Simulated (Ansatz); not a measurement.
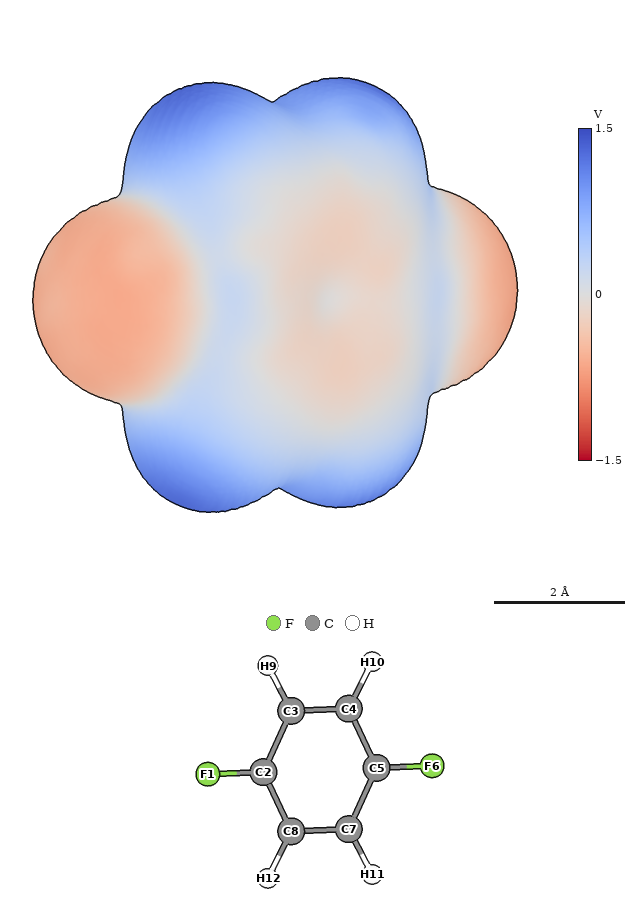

Figure 1: C6H4F2 (SMILES Fc1ccc(F)cc1). The molecular electrostatic potential painted on the density surface at 0.002 e/bohr³, seen at a tilt; red is negative and blue positive. The bare structure is drawn below in the same view.

Geometry: PBE0-D4/def2-TZVP.

These are results of RKS PBE0-D4/def2-TZVPP (Ansatz 0.2.0), not measurements.

```xyz
12

F     0.8246   -1.5116    2.0904
C     0.4190   -0.7645    1.0555
C     0.7297    0.5812    1.0393
C     0.3098    1.3546   -0.0320
C    -0.4061    0.7553   -1.0498
F    -0.8118    1.5024   -2.0848
C    -0.7169   -0.5904   -1.0337
C    -0.2970   -1.3638    0.0376
H     1.2930    1.0119    1.8574
H     0.5325    2.4128   -0.0832
H    -1.2802   -1.0211   -1.8517
H    -0.5197   -2.4220    0.0889
```

Describe the electrostatic potential map.

The most negative region (about −0.6 V, or −14 kcal/mol for a unit charge) lies over F1 and F6, the most positive (about +1.3 V, or +30 kcal/mol for a unit charge) over H9, H10, H11 and H12.
